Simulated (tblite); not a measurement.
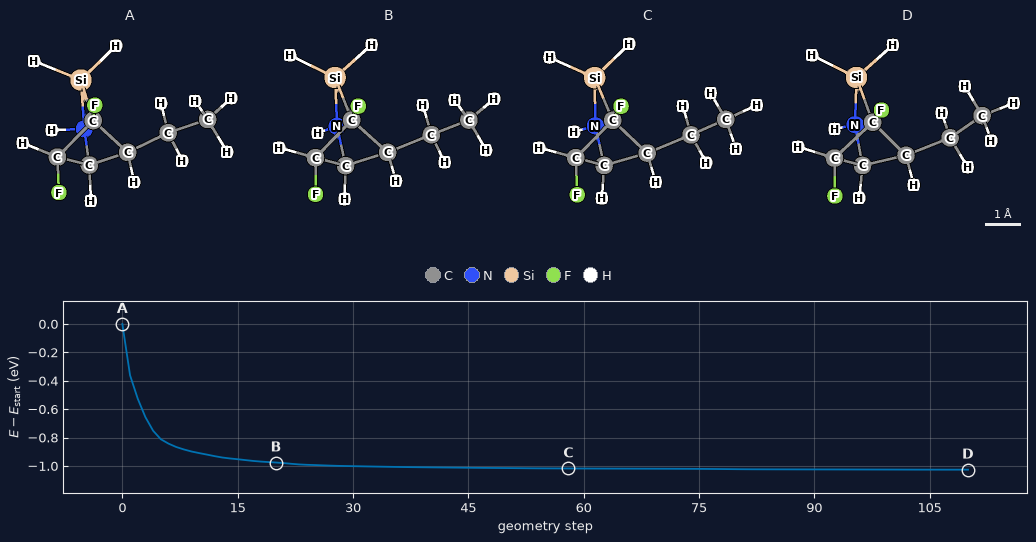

Frames of a relaxation of C6H11F2NSi, marked on the history of the run. Style: ball-and-stick. Shown at a tilt.

Theory: tblite 0.8.0, GFN2-xTB geometry optimisation, gas phase. 

What happens along the run?

Answer. An H atom moves most after the best rigid fit: 0.72 Å. By element the largest moves are H 0.72 Å, F 0.31 Å, N 0.25 Å, C 0.22 Å, Si 0.09 Å. Some distances before and after: N–Si 1.817 → 1.730 Å, C–F 1.310 → 1.371 Å, C–C 1.491 → 1.539 Å, C–Si 1.876 → 1.918 Å. Among the angles between lasting bonds that change: Si–N–H 104.6° → 127.2°, C–C–C 110.8° → 120.6°, F–C–H 115.0° → 106.8°. Groups turn about C–C by about 20°. The energy falls by 1.025 eV in 110 geometry steps. From step 0 to 20: an H atom moves most (0.34 Å), energy −0.975 eV. From step 20 to 58: an H atom moves most (0.36 Å), energy −0.042 eV. From step 58 to 110: an H atom moves most (0.31 Å), energy −0.008 eV.
